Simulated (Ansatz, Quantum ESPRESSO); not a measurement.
# Work function of Ru(0001), 4 layers, one monolayer of C on top sites, part 4 of 6

Wanted: work functions and the surface dipole of Ru(0001), 4 layers, one monolayer of C on top sites at several levels, with their cost.

Quantum ESPRESSO 7.5; plane-wave DFT, PBE, GBRV ultrasoft pseudopotentials; geometry and cross-check by Ansatz 0.2.0 with PAW datasets.

So far. Step 7 (SCF with pw.x: open boundaries by the effective …): The upper level is 7.056 eV against 7.063 eV from the periodic run.

### Step 8. Self-consistent run: RPBE, GBRV ultrasoft

Next, another level on the same atoms.

Level of this step: plane-wave DFT, RPBE, GBRV ultrasoft pseudopotentials made under PBE (Quantum ESPRESSO 7.5). input_dft overrides the functional of the files.

Contents of gbrv-rpbe.in:

```
&control
  prefix = 'gbrv-rpbe'
  outdir = './out'
  pseudo_dir = './pseudo'
  calculation = 'scf'
  tprnfor = .true.
/
&system
  ibrav = 0
  nat = 5
  ntyp = 2
  ecutwfc = 40
  ecutrho = 200
  input_dft = 'rpbe'
  occupations = 'smearing'
  smearing = 'mv'
  degauss = 0.02
  assume_isolated = 'esm'
  esm_bc = 'bc1'
/
&electrons
  conv_thr = 1e-07
  mixing_beta = 0.4
  electron_maxstep = 120
  mixing_mode = 'local-TF'
/
ATOMIC_SPECIES
  Ru  101.0700  ru_pbe_v1.2.uspp.F.UPF
  C   12.0110  c_pbe_v1.2.uspp.F.UPF
CELL_PARAMETERS angstrom
  2.69999999998962 0.00000000000000 0.00000000000000
  1.34999999999481 2.33826859020899 0.00000000000000
  0.00000000000000 0.00000000000000 25.41520000000000
ATOMIC_POSITIONS crystal
  Ru  0.666666666667 0.666666666667 -0.163573760378
  Ru  0.000000000000 0.000000000000 -0.079435134678
  Ru  0.666666666667 0.666666666667 0.002852266177
  Ru  0.000000000000 0.000000000000 0.096629075333
  C   -0.000000000000 0.000000000000 0.163573760378
K_POINTS automatic
  12 12 1 0 0 0
```

Started as:

```sh
$ OMP_NUM_THREADS=1 mpirun -n 4 pw.x -nk 4 -in gbrv-rpbe.in > gbrv-rpbe.out
```

The log of the run:

```text
[banner, memory and clock lines left out]
Program PWSCF v.7.5 starts
[citation notice left out]

[...]
Message from routine setup:
[...]
bravais-lattice index     =            0
     lattice parameter (alat)  =       5.1023  a.u.
     unit-cell volume          =    1082.8001 (a.u.)^3
     number of atoms/cell      =            5
     number of atomic types    =            2
     number of electrons       =        68.00
     number of Kohn-Sham states=           41
     kinetic-energy cutoff     =      40.0000  Ry
     charge density cutoff     =     200.0000  Ry
     scf convergence threshold =      1.0E-07
     mixing beta               =       0.4000
     number of iterations used =            8  local-TF  mixing
     Exchange-correlation= RPBE
                           (   1   4  44   4   0   0   0)

     Effective Screening Medium Method
     Boundary Conditions: Vacuum-Slab-Vacuum
     total charge in unit cell        =   0.0000
     grid points for fit at edges     =        4

[...]
PseudoPot. # 1 for Ru read from file:
     ./pseudo/ru_pbe_v1.2.uspp.F.UPF
     Pseudo is Ultrasoft + core correction, Zval = 16.0
     Generated by new atomic code, or converted to UPF format
     Using radial grid of  967 points,  6 beta functions with:
                l(1) =   0
                l(2) =   0
                l(3) =   1
                l(4) =   1
                l(5) =   2
                l(6) =   2
     Q(r) pseudized with  8 coefficients,  rinner =    1.300   1.300   1.300
                                                       1.300   1.300

     PseudoPot. # 2 for C  read from file:
     ./pseudo/c_pbe_v1.2.uspp.F.UPF
     Pseudo is Ultrasoft + core correction, Zval =  4.0
     Generated by new atomic code, or converted to UPF format
     Using radial grid of  721 points,  4 beta functions with:
                l(1) =   0
                l(2) =   0
                l(3) =   1
                l(4) =   1
     Q(r) pseudized with  8 coefficients,  rinner =    1.100   1.100   1.100

     atomic species   valence    mass     pseudopotential
     Ru               16.00   101.07000     Ru( 1.00)
     C                 4.00    12.01100     C ( 1.00)

      6 Sym. Ops. (no inversion) found

[...]
number of k points=    19  Marzari-Vanderbilt smearing, width (Ry)=  0.0200
[...]
Dense  grid:    51901 G-vectors     FFT dimensions: (  24,  24, 225)

     Smooth grid:    37003 G-vectors     FFT dimensions: (  24,  24, 200)

     Initial potential from superposition of free atoms

     starting charge      63.9999, renormalised to      68.0000

     negative rho (up, down):  3.201E-01 0.000E+00
     Starting wfcs are   56 randomized atomic wfcs

     per-process dynamical memory:    58.7 Mb

     Self-consistent Calculation

     iteration #  1     ecut=    40.00 Ry     beta= 0.40
     Davidson diagonalization with overlap
     c_bands:  4 eigenvalues not converged
     c_bands:  5 eigenvalues not converged
     c_bands:  3 eigenvalues not converged
     ethr =  1.00E-02,  avg # of iterations = 19.5

     negative rho (up, down):  4.619E-01 0.000E+00

     total energy              =    -752.66436239 Ry
     estimated scf accuracy    <     675.65643520 Ry

     iteration #  2     ecut=    40.00 Ry     beta= 0.40
[...]
c_bands:  1 eigenvalues not converged
     c_bands:  2 eigenvalues not converged
     c_bands:  4 eigenvalues not converged
[...]
negative rho (up, down):  4.524E-01 0.000E+00

[...]
total energy              =    -741.93912616 Ry
     estimated scf accuracy    <     655.63297618 Ry

     iteration #  3     ecut=    40.00 Ry     beta= 0.40
[...]
c_bands:  1 eigenvalues not converged
[...]
negative rho (up, down):  5.293E-01 0.000E+00

[...]
total energy              =    -798.43291142 Ry
     estimated scf accuracy    <     433.69516278 Ry

     iteration #  4     ecut=    40.00 Ry     beta= 0.40
[...]
c_bands:  2 eigenvalues not converged
[...]
negative rho (up, down):  8.086E-01 0.000E+00

[...]
total energy              =    -790.64161327 Ry
     estimated scf accuracy    <     446.18939717 Ry

     iteration #  5     ecut=    40.00 Ry     beta= 0.40
[...]
negative rho (up, down):  6.447E-01 0.000E+00

[...]
total energy              =    -787.38754395 Ry
     estimated scf accuracy    <     181.72039261 Ry

     iteration #  6     ecut=    40.00 Ry     beta= 0.40
[...]
negative rho (up, down):  1.275E+00 0.000E+00

[...]
total energy              =    -784.76348870 Ry
     estimated scf accuracy    <     359.64458878 Ry

[...]
iteration # 63     ecut=    40.00 Ry     beta= 0.40
[...]
negative rho (up, down):  3.123E-01 0.000E+00

[...]
total energy              =    -788.30216204 Ry
     estimated scf accuracy    <       0.00000428 Ry

     iteration # 64     ecut=    40.00 Ry     beta= 0.40
[...]
negative rho (up, down):  3.123E-01 0.000E+00

[...]
total energy              =    -788.30197020 Ry
     estimated scf accuracy    <       0.00000248 Ry

     iteration # 65     ecut=    40.00 Ry     beta= 0.40
[...]
negative rho (up, down):  3.123E-01 0.000E+00

[...]
total energy              =    -788.30197397 Ry
     estimated scf accuracy    <       0.00000012 Ry

     iteration # 66     ecut=    40.00 Ry     beta= 0.40
[...]
negative rho (up, down):  3.123E-01 0.000E+00

[...]
End of self-consistent calculation

          k = 0.0000 0.0000 0.0000 (  4609 PWs)   bands (ev):

   -79.3473 -78.9275 -78.7392 -78.7301 -49.6129 -49.0776 -48.8900 -48.8900
   -48.8032 -48.5696 -48.4819 -48.4819 -48.2883 -48.2883 -48.2875 -48.2875
   -17.1011 -13.3483 -12.1354 -11.8082 -11.5618  -9.5485  -8.8005  -8.8005
    -8.5315  -8.4669  -8.4669  -7.9387  -7.9387  -7.8295  -7.8295  -7.8177
    -6.9402  -6.9402  -6.4402  -6.4402  -6.1997  -5.3495  -5.3495  -4.9925
    -4.8477

          k = 0.0000 0.0962 0.0000 (  4591 PWs)   bands (ev):

   -79.3394 -78.9207 -78.7323 -78.7231 -49.5970 -49.0783 -48.9532 -48.9033
   -48.7798 -48.5837 -48.5218 -48.4935 -48.3386 -48.3361 -48.3000 -48.2992
   -16.9818 -13.1041 -11.9097 -11.5966 -11.3345  -9.6100  -9.0127  -8.6998
    -8.6135  -8.5588  -8.3289  -8.1487  -7.9824  -7.7587  -7.7503  -7.6490
    -7.2480  -7.0192  -6.7092  -6.4842  -6.3466  -5.7907  -5.3818  -4.8186
    -4.7955

[...]
the Fermi energy is    -5.9700 ev

!    total energy              =    -788.30201526 Ry
     estimated scf accuracy    <       0.00000004 Ry
     smearing contrib. (-TS)   =       0.00250412 Ry
     internal energy E=F+TS    =    -788.30451938 Ry

     The total energy is F=E-TS. E is the sum of the following terms:
     one-electron contribution =   14961.14995009 Ry
     hartree contribution      =   -7502.10032927 Ry
     xc contribution           =    -107.23071736 Ry
     ewald contribution        =   -8140.12342284 Ry

     convergence has been achieved in  66 iterations

     negative rho (up, down):  3.123E-01 0.000E+00

     Forces acting on atoms (cartesian axes, Ry/au):

     atom    1 type  1   force =    -0.00000000   -0.00000000    0.01688389
     atom    2 type  1   force =     0.00000000    0.00000000   -0.02130282
     atom    3 type  1   force =     0.00000000    0.00000000   -0.00039922
     atom    4 type  1   force =     0.00000000    0.00000000    0.00288321
     atom    5 type  2   force =     0.00000000    0.00000000    0.00259070

     Total force =     0.027460     Total SCF correction =     0.002388

[...]
```

It took 2.6 min on 4 MPI ranks of Arm Neoverse V2, shared host; peak memory 0.52 GiB.

This step gave:

* free energy: -10725.3953 eV
* Fermi energy: -5.97 eV
* vacuum line at the lower end of the cell, over the Fermi level: 4.958 eV
* vacuum line at the upper end of the cell, over the Fermi level: 6.982 eV

The potential energy, planar mean oscillates, so the rows of the table below give means over windows of 2.26 Å about each position, cut where the curve ends. Its maxima inside the range that stand out by 2 % of the span (Å: eV): -3.0: -2.02, -1.0: -2.62, 1.2: -0.240, 3.5: -1.13. Its minima: -4.2: -48.7, -2.0: -49.3, 0.1: -48.7, 2.5: -48.9, 4.2: -9.88.

Electrostatic potential energy of an electron; zero at the Fermi level. Potential energy, planar mean against z; means over each step:

```tsv
z (Å)	potential energy, planar mean (eV)
-11.52	4.96
-9.26	4.96
-7.00	4.81
-4.74	-16.6
-2.48	-19.9
-0.22	-19.6
2.04	-18.6
4.30	-1.82
6.56	6.90
8.82	6.98
11.08	6.98
```

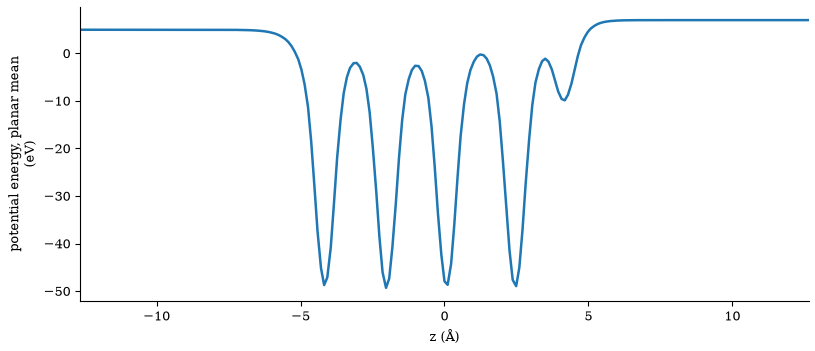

Potential energy, planar mean against z.

The upper face goes from 7.056 eV (PBE, GBRV) to 6.982 eV, a change of -0.074 eV.

### Step 9. Self-consistent run: PBEsol, GBRV ultrasoft

Level of this step: plane-wave DFT, PBEsol, GBRV ultrasoft pseudopotentials (Quantum ESPRESSO 7.5).

gbrv-pbesol.in, as its differences from the input of step 8:

```diff
@@ -1,3 +1,3 @@
 &control
-  prefix = 'gbrv-rpbe'
+  prefix = 'gbrv-pbesol'
   outdir = './out'
@@ -13,3 +13,2 @@
   ecutrho = 200
-  input_dft = 'rpbe'
   occupations = 'smearing'
@@ -27,4 +26,4 @@
 ATOMIC_SPECIES
-  Ru  101.0700  ru_pbe_v1.2.uspp.F.UPF
-  C   12.0110  c_pbe_v1.2.uspp.F.UPF
+  Ru  101.0700  ru_pbesol_v1.2.uspp.F.UPF
+  C   12.0110  c_pbesol_v1.2.uspp.F.UPF
 CELL_PARAMETERS angstrom
```

Started as:

```sh
$ OMP_NUM_THREADS=1 mpirun -n 4 pw.x -nk 4 -in gbrv-pbesol.in > gbrv-pbesol.out
```

The log of the run:

```text
[banner, memory and clock lines left out]
Program PWSCF v.7.5 starts
[citation notice left out]

[...]
Message from routine setup:
[...]
bravais-lattice index     =            0
     lattice parameter (alat)  =       5.1023  a.u.
     unit-cell volume          =    1082.8001 (a.u.)^3
     number of atoms/cell      =            5
     number of atomic types    =            2
     number of electrons       =        68.00
     number of Kohn-Sham states=           41
     kinetic-energy cutoff     =      40.0000  Ry
     charge density cutoff     =     200.0000  Ry
     scf convergence threshold =      1.0E-07
     mixing beta               =       0.4000
     number of iterations used =            8  local-TF  mixing
     Exchange-correlation= SLA  PW   PSX  PSC
                           (   1   4  10   8   0   0   0)

     Effective Screening Medium Method
     Boundary Conditions: Vacuum-Slab-Vacuum
     total charge in unit cell        =   0.0000
     grid points for fit at edges     =        4

[...]
PseudoPot. # 1 for Ru read from file:
     ./pseudo/ru_pbesol_v1.2.uspp.F.UPF
     Pseudo is Ultrasoft + core correction, Zval = 16.0
     Generated by new atomic code, or converted to UPF format
     Using radial grid of  967 points,  6 beta functions with:
                l(1) =   0
                l(2) =   0
                l(3) =   1
                l(4) =   1
                l(5) =   2
                l(6) =   2
     Q(r) pseudized with  8 coefficients,  rinner =    1.300   1.300   1.300
                                                       1.300   1.300

     PseudoPot. # 2 for C  read from file:
     ./pseudo/c_pbesol_v1.2.uspp.F.UPF
     Pseudo is Ultrasoft + core correction, Zval =  4.0
     Generated by new atomic code, or converted to UPF format
     Using radial grid of  721 points,  4 beta functions with:
                l(1) =   0
                l(2) =   0
                l(3) =   1
                l(4) =   1
     Q(r) pseudized with  8 coefficients,  rinner =    1.100   1.100   1.100

     atomic species   valence    mass     pseudopotential
     Ru               16.00   101.07000     Ru( 1.00)
     C                 4.00    12.01100     C ( 1.00)

      6 Sym. Ops. (no inversion) found

[...]
number of k points=    19  Marzari-Vanderbilt smearing, width (Ry)=  0.0200
[...]
Dense  grid:    51901 G-vectors     FFT dimensions: (  24,  24, 225)

     Smooth grid:    37003 G-vectors     FFT dimensions: (  24,  24, 200)

     Initial potential from superposition of free atoms

     starting charge      63.9999, renormalised to      68.0000

     negative rho (up, down):  3.093E-01 0.000E+00
     Starting wfcs are   56 randomized atomic wfcs

     per-process dynamical memory:    59.0 Mb

     Self-consistent Calculation

     iteration #  1     ecut=    40.00 Ry     beta= 0.40
     Davidson diagonalization with overlap
     c_bands:  3 eigenvalues not converged
     c_bands:  4 eigenvalues not converged
     c_bands:  3 eigenvalues not converged
     c_bands:  1 eigenvalues not converged
     c_bands:  4 eigenvalues not converged
     ethr =  1.00E-02,  avg # of iterations = 18.9

     negative rho (up, down):  4.454E-01 0.000E+00

     total energy              =    -754.43756876 Ry
     estimated scf accuracy    <     658.84094296 Ry

     iteration #  2     ecut=    40.00 Ry     beta= 0.40
[...]
c_bands:  2 eigenvalues not converged
     c_bands:  3 eigenvalues not converged
[...]
negative rho (up, down):  4.163E-01 0.000E+00

[...]
total energy              =    -756.16934306 Ry
     estimated scf accuracy    <     505.34002705 Ry

     iteration #  3     ecut=    40.00 Ry     beta= 0.40
[...]
negative rho (up, down):  4.730E-01 0.000E+00

[...]
total energy              =    -794.16683183 Ry
     estimated scf accuracy    <     316.87324342 Ry

     iteration #  4     ecut=    40.00 Ry     beta= 0.40
[...]
negative rho (up, down):  6.130E-01 0.000E+00

[...]
total energy              =    -790.61793586 Ry
     estimated scf accuracy    <     267.63923561 Ry

     iteration #  5     ecut=    40.00 Ry     beta= 0.40
[...]
negative rho (up, down):  4.883E-01 0.000E+00

[...]
total energy              =    -789.00746107 Ry
     estimated scf accuracy    <     125.58989603 Ry

     iteration #  6     ecut=    40.00 Ry     beta= 0.40
[...]
negative rho (up, down):  6.291E-01 0.000E+00

[...]
total energy              =    -785.20743176 Ry
     estimated scf accuracy    <     165.41873814 Ry

[...]
iteration # 69     ecut=    40.00 Ry     beta= 0.40
[...]
negative rho (up, down):  3.022E-01 0.000E+00

[...]
total energy              =    -788.05119643 Ry
     estimated scf accuracy    <       0.00000179 Ry

     iteration # 70     ecut=    40.00 Ry     beta= 0.40
[...]
negative rho (up, down):  3.022E-01 0.000E+00

[...]
total energy              =    -788.05125765 Ry
     estimated scf accuracy    <       0.00000496 Ry

     iteration # 71     ecut=    40.00 Ry     beta= 0.40
[...]
negative rho (up, down):  3.022E-01 0.000E+00

[...]
total energy              =    -788.05123189 Ry
     estimated scf accuracy    <       0.00000079 Ry

     iteration # 72     ecut=    40.00 Ry     beta= 0.40
[...]
negative rho (up, down):  3.022E-01 0.000E+00

[...]
End of self-consistent calculation

          k = 0.0000 0.0000 0.0000 (  4609 PWs)   bands (ev):

   -79.4342 -79.0197 -78.8393 -78.8154 -49.7322 -49.1967 -48.9969 -48.9969
   -48.9194 -48.6828 -48.5940 -48.5940 -48.4067 -48.4067 -48.3894 -48.3894
   -17.3027 -13.6511 -12.4098 -12.0861 -11.8393  -9.7881  -9.0205  -9.0205
    -8.7537  -8.6888  -8.6888  -8.1588  -8.1588  -8.0640  -8.0476  -8.0476
    -7.1354  -7.1354  -6.6329  -6.6329  -6.4554  -5.5368  -5.5367  -5.2443
    -5.0340

          k = 0.0000 0.0962 0.0000 (  4591 PWs)   bands (ev):

   -79.4261 -79.0128 -78.8324 -78.8083 -49.7161 -49.1968 -49.0628 -49.0103
   -48.8943 -48.6973 -48.6342 -48.6057 -48.4556 -48.4407 -48.4185 -48.4014
   -17.1814 -13.4063 -12.1817 -11.8741 -11.6101  -9.8492  -9.2366  -8.9248
    -8.8322  -8.7840  -8.5499  -8.3740  -8.2027  -7.9909  -7.9690  -7.8652
    -7.4488  -7.2164  -6.9205  -6.6778  -6.5701  -6.0112  -5.5692  -5.0242
    -4.9809

[...]
the Fermi energy is    -6.1792 ev

!    total energy              =    -788.05125495 Ry
     estimated scf accuracy    <       0.00000009 Ry
     smearing contrib. (-TS)   =       0.00268690 Ry
     internal energy E=F+TS    =    -788.05394184 Ry

     The total energy is F=E-TS. E is the sum of the following terms:
     one-electron contribution =   14961.12523722 Ry
     hartree contribution      =   -7502.84867961 Ry
     xc contribution           =    -106.20707661 Ry
     ewald contribution        =   -8140.12342284 Ry

     convergence has been achieved in  72 iterations

     negative rho (up, down):  3.022E-01 0.000E+00

     Forces acting on atoms (cartesian axes, Ry/au):

     atom    1 type  1   force =     0.00000000    0.00000000    0.04063874
     atom    2 type  1   force =     0.00000000    0.00000000   -0.02049287
     atom    3 type  1   force =     0.00000000    0.00000000   -0.00731648
     atom    4 type  1   force =     0.00000000    0.00000000   -0.00328778
     atom    5 type  2   force =     0.00000000    0.00000000   -0.00988617

     Total force =     0.047260     Total SCF correction =     0.002065

[...]
```

Wall time 2.6 min (4 MPI ranks); peak memory 0.5 GiB.

This step gave:

```
free energy                                                    : -10721.9835 eV
Fermi energy                                                   : -6.179 eV
vacuum line at the lower end of the cell, over the Fermi level : 5.254 eV
vacuum line at the upper end of the cell, over the Fermi level : 7.104 eV
```

The potential energy, planar mean oscillates, so the rows of the table below give means over windows of 2.26 Å about each position, cut where the curve ends. Its maxima inside the range that stand out by 2 % of the span (Å: eV): -3.0: -1.75, -1.0: -2.36, 1.2: 0.0523, 3.5: -0.966. Its minima: -4.2: -48.6, -2.0: -49.2, 0.1: -48.5, 2.5: -48.8, 4.2: -9.87.

Electrostatic potential energy of an electron; zero at the Fermi level. Table of potential energy, planar mean by z; means over each step:

```tsv
z (Å)	potential energy, planar mean (eV)
-11.52	5.25
-9.26	5.25
-7.00	5.11
-4.74	-16.4
-2.48	-19.7
-0.22	-19.4
2.04	-18.3
4.30	-1.74
6.56	7.03
8.82	7.10
11.08	7.10
```

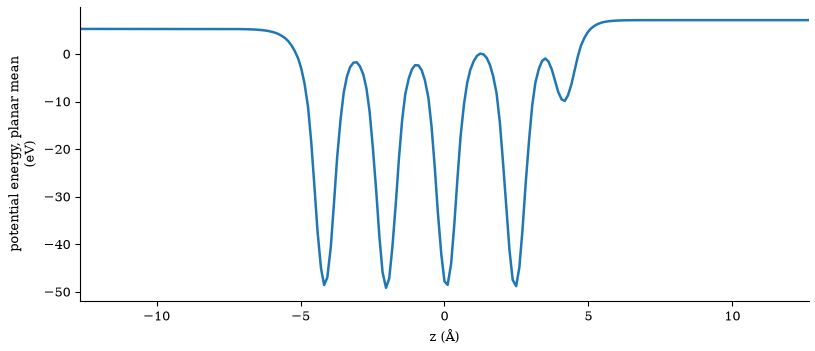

Potential energy, planar mean against z.

The upper face goes from 7.056 eV (PBE, GBRV) to 7.104 eV, a change of +0.048 eV.

(Part 4 of 6 ends here.)

[Logs are printed without paths, hosts, clocks, repeated set-up lines and the standing remarks that a program may print on its own settings, such as how far it seeks lower states.]

[Hosts, paths, dates, database ids (printed as entryN), source tags and the programs' standing remarks are cut or masked in the printed files.]

[Maps of the electrostatic potential energy from Ansatz leave out the sawtooth potential of an applied field or a dipole correction, so their vacuum need not be flat; planar profiles and work functions include it.]
